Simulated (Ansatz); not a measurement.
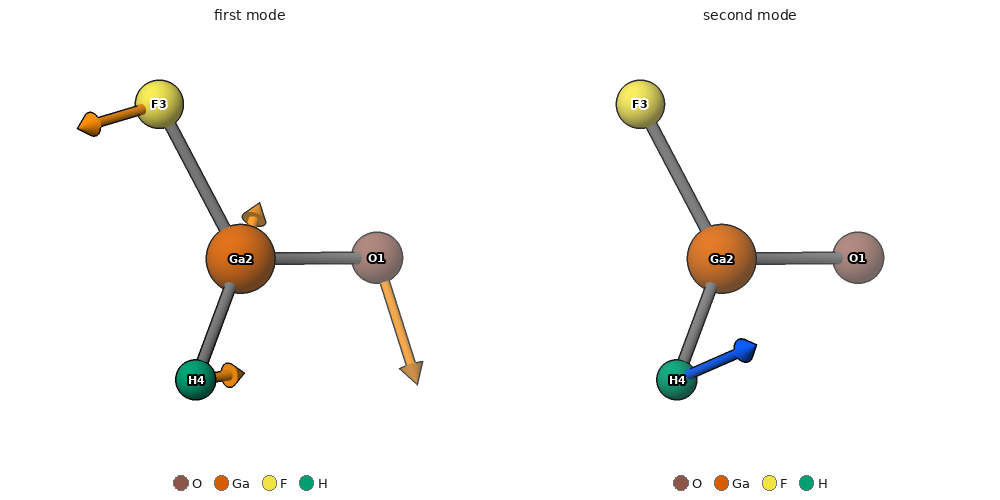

The system is FGaHO, SMILES [O][GaH][F], spin multiplicity 2; the picture shows the reference structure; its two panels give the patterns of the first and the second mode as arrows. Coordinates scanned: (1) normal mode 1 (153 cm⁻¹); (2) normal mode 2 (437 cm⁻¹). Nothing is relaxed (straight displacements along the two mass-weighted modes). Grid: 9 × 9 points; 45 points were computed and 36 follow by symmetry. Energies: kJ/mol, counted from the lowest grid point. Theory: Ansatz, UKS PBE-D4/def2-TZVP.

Its coordinates:

| atom | x (Å) | y (Å) | z (Å) |
| --- | --- | --- | --- |
| O | -1.4414 | -0.4873 | 0.8576 |
| Ga | 0.0044 | 0.0509 | -0.0875 |
| F | 1.5193 | -0.6338 | 0.5152 |
| H | -0.0267 | 1.0100 | -1.3056 |

Range: normal mode 1 (153 cm⁻¹) from −2.64 to 2.64 amu½·Å; normal mode 2 (437 cm⁻¹) from −0.488 to 0.488 amu½·Å.

What landscape does the calculation give?

The lowest grid point is at normal mode 1 (153 cm⁻¹) = 0.00 amu½·Å, normal mode 2 (437 cm⁻¹) = 0.000 amu½·Å. It is the only kind of minimum in the scanned range. The highest grid point, normal mode 1 (153 cm⁻¹) = −2.64 amu½·Å, normal mode 2 (437 cm⁻¹) = −0.488 amu½·Å, lies 52.7 kJ/mol above the lowest.

```tsv
normal mode 2 (437 cm⁻¹) ↓, normal mode 1 (153 cm⁻¹) →	−2.64	−1.98	−1.32	−0.66	0.00	0.66	1.32	1.98	2.64
0.488	52.7	32.0	19.4	12.7	10.4	11.6	16.7	26.8	43.7
0.366	47.5	26.6	14.0	7.5	5.3	6.8	12.2	22.7	39.8
0.244	44.2	23.3	10.7	4.2	2.2	3.8	9.5	20.2	37.5
0.122	42.5	21.5	8.9	2.4	0.5	2.3	8.0	18.9	36.3
0.000	42.0	21.0	8.3	1.9	0.0	1.8	7.6	18.5	35.9
−0.122	42.5	21.5	8.9	2.4	0.5	2.3	8.0	18.9	36.3
−0.244	44.2	23.3	10.7	4.2	2.2	3.8	9.5	20.2	37.5
−0.366	47.5	26.6	14.0	7.5	5.3	6.8	12.2	22.7	39.8
−0.488	52.7	32.0	19.4	12.7	10.4	11.6	16.7	26.8	43.7
```

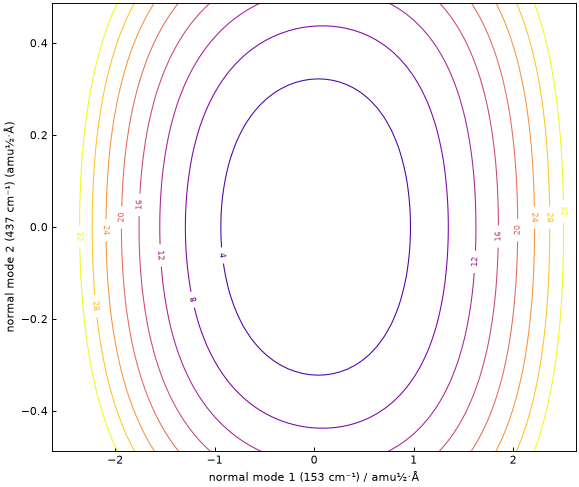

Drawn: contour lines labelled in kJ/mol (none above 32). Between grid points the surface is interpolated.

Time for the 45 points that were run: 6.8 min on 1 thread of Arm Neoverse V2, on a shared host.
